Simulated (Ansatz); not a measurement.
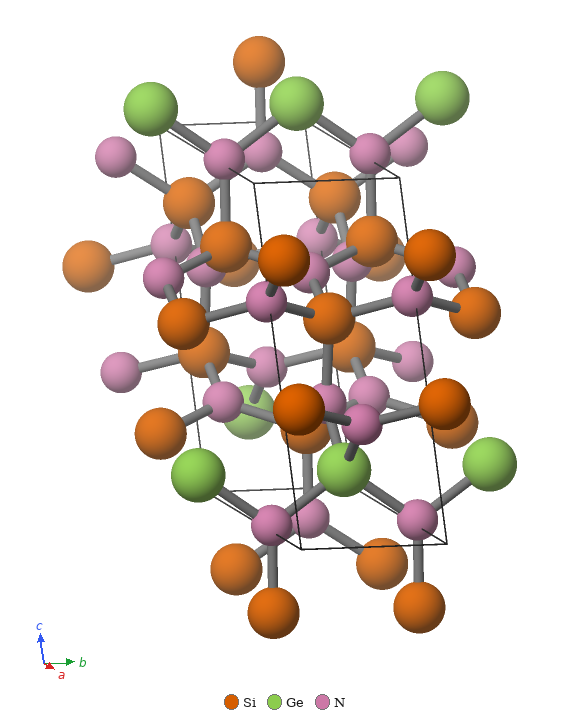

A ball-and-stick picture of a crystal structure, seen slightly off an axis. The conventional unit cell is outlined; an atom on or near a face, edge or corner is repeated at each equivalent position. Bonded atoms from the next cells complete the picture.

Si5GeN8, space group Pm (No. 6), a = 7.661 Å, b = 2.934 Å, c = 7.684 Å, α = 90.00°, β = 119.81°, γ = 90.00°. The model was built from a structure type filled with these elements by a generator (whether the compound takes this form wasn't checked). Earlier steps of the study may have refined or changed the cell and positions. An electronic-structure calculation with Ansatz was run on it.

This one geometry was computed with Ansatz (DFT, plane waves, PAW) at five levels of theory: PBE with spin-orbit coupling, r2SCAN, HSE06, PBE and PBE0. It was relaxed beforehand with r2SCAN.

Which level gives the highest pressure at this volume, and what does that say about its equilibrium volume?

Answer. Highest: PBE with spin-orbit coupling (5.8 GPa) and PBE (5.8 GPa), which points to the largest equilibrium volume. Lowest, with the smallest volume: HSE06 (-0.7 GPa) and PBE0 (-0.8 GPa). Levels within 0.5 GPa of each other can't be told apart.

How does the band gap change with the level of theory?

Answer. PBE with spin-orbit coupling: a gap of 4.13 eV, indirect; PBE: a gap of 4.13 eV, indirect; r2SCAN: a gap of 4.68 eV, indirect; HSE06: a gap of 5.63 eV, indirect; PBE0: a gap of 6.39 eV, indirect.

Collect the results in a table.

Answer.
| level | cutoff (eV) | k-mesh of the run's cell | gap (eV) | pressure (GPa) |
| --- | --- | --- | --- | --- |
| PBE with spin-orbit coupling | 420 | 4×8×4 | 4.13 | 5.8 |
| r2SCAN | 500 | 4×8×4 | 4.68 | 0.0 |
| HSE06 | 420 | 2×6×2 | 5.63 | -0.7 |
| PBE | 420 | 4×8×4 | 4.13 | 5.8 |
| PBE0 | 420 | 2×6×2 | 6.39 | -0.8 |

Gaps are taken on the k-mesh or band path of each run.
